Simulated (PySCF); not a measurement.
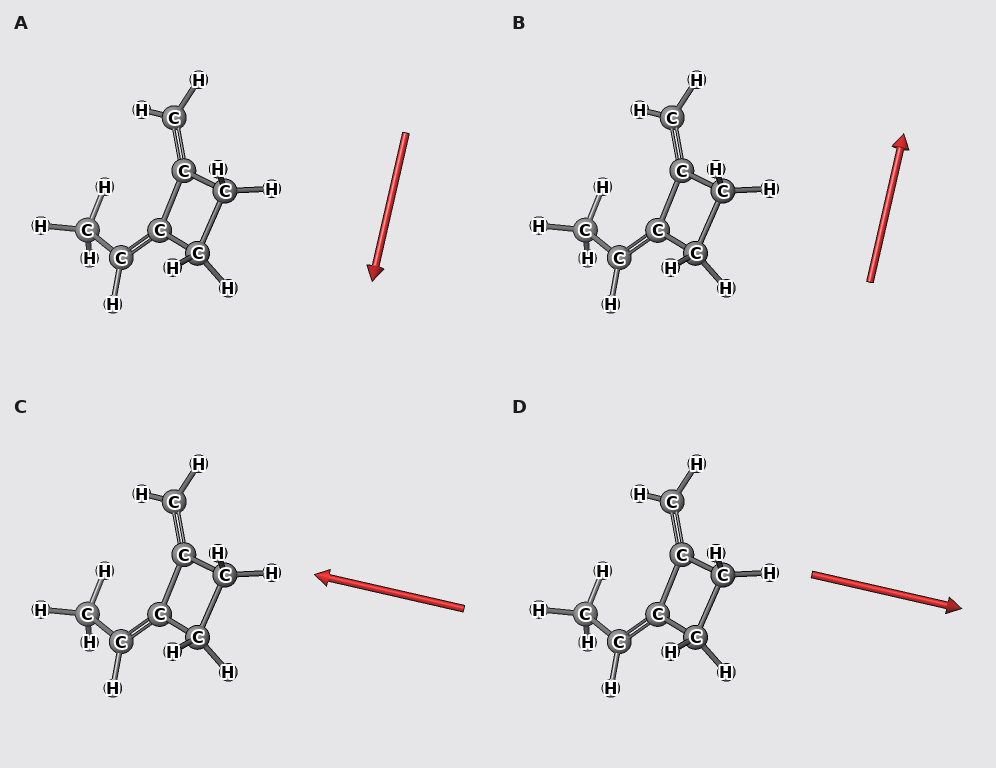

The same molecule four times, each with an arrow. Computed geometry: GFN2-xTB optimisation. No frequency run is at hand to confirm it as a minimum. Level of theory: ωB97X-D/def2-SVPD, gas phase (PySCF 2.14.0).

Question: Which arrow points along the dipole moment, from the negative to the positive end?

Answer: A. The dipole moment is 0.36 D.
